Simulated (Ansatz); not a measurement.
**H₂Se₂: density, localisation and related maps**

```xyz
4

Se   -1.0035   -0.3382   -0.7112
Se    1.2091   -0.4059    0.0250
H    -1.1154    1.1292   -0.7813
H     0.9099   -0.3851    1.4675
```

Geometry: r2SCAN-D4/def2-TZVP.

Level of theory: RKS PBE0-D4/def2-TZVP in Ansatz.

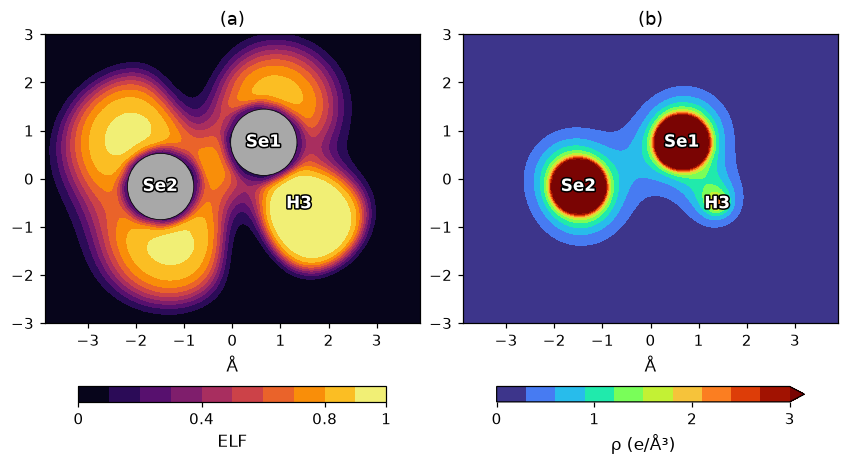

Figure 1. (a) electron localisation function; (b) electron density on the plane of atoms Se2, Se1 and H3. Grey discs cover the atomic cores in the ELF map.

Question: What does the map show?

Answer: Atoms in the plane: Se and H.
Se–Se (2.33 Å): the density is about 0.71 e/Å³ at the midpoint; the ELF peaks at about 0.80 between the atoms; localised, covalent bonding.
Se–H (1.47 Å): ρ is about 1.4 e/Å³ halfway; the ELF climbs to about 1 towards the hydrogen, as it does in any bond to H.
The ELF also peaks beside Se2 and Se1, away from the bonds: lone-pair regions.

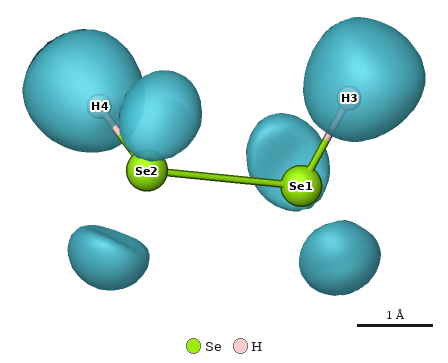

Figure 2. Isosurface of the ELF at 0.9 (cyan), seen at a tilt. Only the valence region is drawn (cores and ρ < 0.01 e/Å³ removed).

Question: Describe the localisation domains.

Answer: At this value the surface marks out two regions around hydrogen nuclei and four lobes on Se, pointing away from the bonds (lone pairs, which may merge into one lobe).

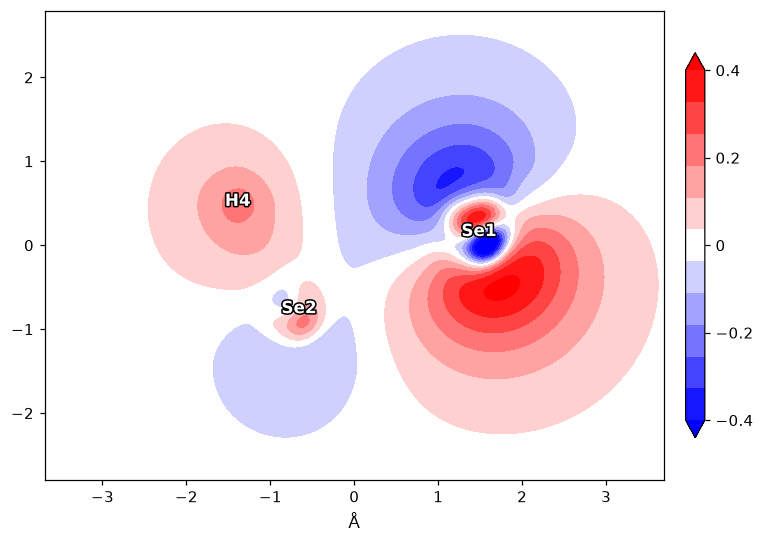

Figure 3. The HOMO−1 on the plane of atoms Se1, Se2 and H4 (values in Å⁻³ᐟ²; the overall sign is arbitrary).

Question: Describe this orbital and give its energy.

Answer: Its weight (Hirshfeld) is mainly on Se1 (about 45 %) and Se2 (about 45 %). Its energy is −7.21 eV.
